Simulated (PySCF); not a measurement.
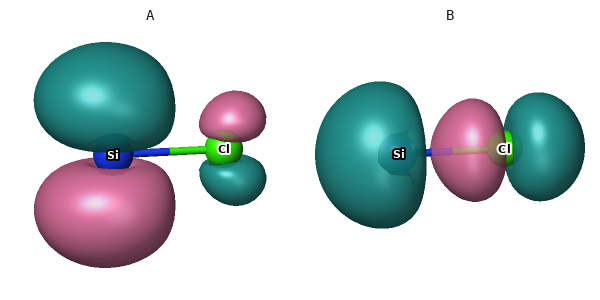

Figure 1: SiCl (charge −1, triplet). Two frontier α-spin orbitals, each drawn at the value that holds 80 % of its norm (teal and pink are the two phases), in no order; of a degenerate pair one member is drawn.

Method: PySCF 2.14.0, PBE0/def2-SVPD, non-relativistic Hamiltonian with scalar-relativistic core potentials where named, at a bond length of 2.303 Å.

Q: Name the orbitals and rank them from lowest to highest energy.

A: Orbital B: σ, occupied in this spin, −3.31 eV; shared between the atoms (Si 50 %, Cl 50 %).
Orbital A: π, occupied in this spin, 0.68 eV; mainly on Si (90 %).
